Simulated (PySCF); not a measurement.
```xyz
16

N     3.4957   -0.0380   -0.5468
C     2.4287   -0.1678   -0.1129
C     1.0851   -0.3240    0.4002
C     0.3828   -1.6321   -0.0270
C    -1.1095   -1.4805    0.2658
C    -1.6133   -0.1735   -0.3674
Si   -0.1710    1.0362   -0.1401
H     1.1358   -0.2813    1.5029
H     0.5370   -1.7861   -1.1086
H     0.8199   -2.5040    0.4843
H    -1.6719   -2.3563   -0.0947
H    -1.2576   -1.4435    1.3593
H    -2.5626    0.1724    0.0674
H    -1.7856   -0.3114   -1.4480
H     0.2497    1.7215   -1.3957
H    -0.3598    2.0459    0.9432
```

Geometry: PBE0-D3(BJ)/def2-SVP.

The calculation used PBE0/pcSseg-1, SCF density, gas phase, non-relativistic in PySCF.

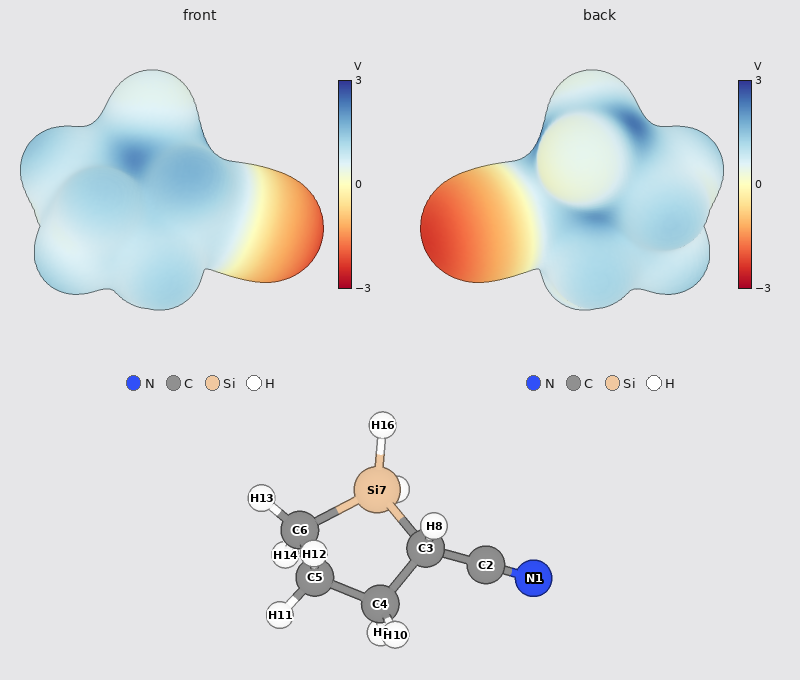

C₅H₉NSi. The electrostatic potential painted on the density surface at 0.004 e/bohr³, seen from the front and from behind; the colour scale runs from red (negative) to blue (positive). The bare structure is drawn below in the same view.

Q: Which sites attract a positive test charge, and which a negative one?

A: A positive charge is drawn to the negative regions and a negative charge to the positive ones. The most negative region (about −2.2 V) lies over N1, the most positive (about +2.1 V) over Si7. N1 is the likeliest acceptor of a hydrogen bond.

Q: What dipole moment does the calculation give?

A: Its dipole moment is 4.86 D.
